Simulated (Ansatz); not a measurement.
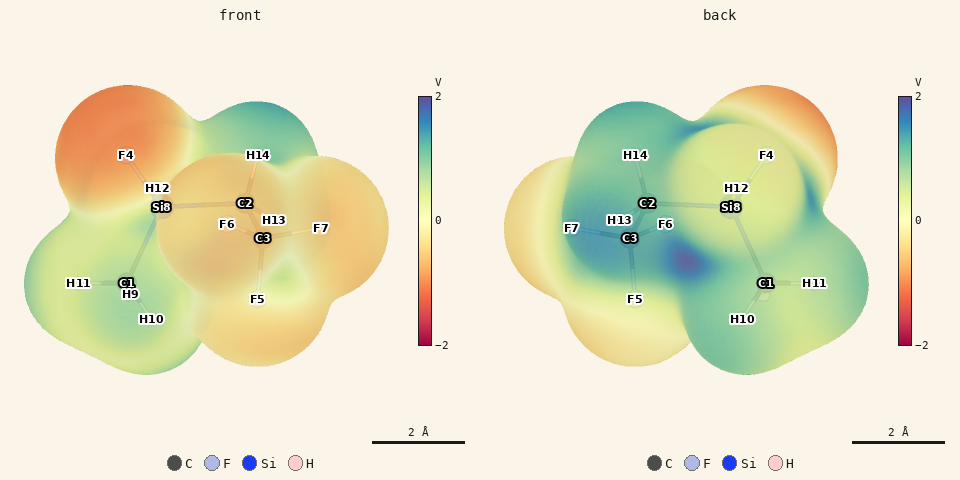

The picture shows: C$_{3}$H$_{6}$F$_{4}$Si. The electrostatic potential painted on the density surface at 0.002 e/bohr³, seen from the front and from behind; the colour scale runs from red (negative) to blue (positive).

Geometry: B3LYP-D3(BJ)/def2-SVP.

These are results of isolated molecule in a Gaussian basis; Kohn-Sham density functional theory, functional PBE0 in Ansatz 0.2.0, not measurements.

Input file:

```
basis:
  gaussian: {orbitals: def2-SVPD}
crystal:
  periodic: [false, false, false]
  atoms:
    - {symbol: C, position_ang: [0.597529, 0.223834, -1.733269]}
    - {symbol: C, position_ang: [-0.367634, 1.911198, 0.723737]}
    - {symbol: C, position_ang: [-1.456686, 0.892512, 0.934524]}
    - {symbol: F, position_ang: [-0.534972, 2.831898, -1.964319]}
    - {symbol: F, position_ang: [-0.965994, -0.365165, 0.907980]}
    - {symbol: F, position_ang: [-2.401346, 0.965794, -0.025932]}
    - {symbol: F, position_ang: [-2.080702, 1.044674, 2.114920]}
    - {symbol: Si, position_ang: [0.421133, 1.924649, -0.999683]}
    - {symbol: H, position_ang: [-0.387649, -0.255610, -1.838750]}
    - {symbol: H, position_ang: [1.216964, -0.414623, -1.083004]}
    - {symbol: H, position_ang: [1.071840, 0.273653, -2.725888]}
    - {symbol: H, position_ang: [1.720270, 2.639237, -0.885959]}
    - {symbol: H, position_ang: [0.410165, 1.737118, 1.484306]}
    - {symbol: H, position_ang: [-0.790053, 2.910709, 0.914404]}
hamiltonian: {xc: pbe0}
output: {forces: true, orbitals: {seedname: orbitals}}
```

Launched as:

```sh
ansatz run input.yaml --threads 2 --pin off --max-ram 5220MiB --events-out events.jsonl --progress --plain --runs-dir runs
```

> Describe the electrostatic potential map.

The most negative region (about −1.1 V, or −25 kcal/mol for a unit charge) lies over F4, the most positive (about +1.7 V, or +39 kcal/mol for a unit charge) over Si8.

> What dipole moment does the calculation give?

Its dipole moment is 2.50 D.
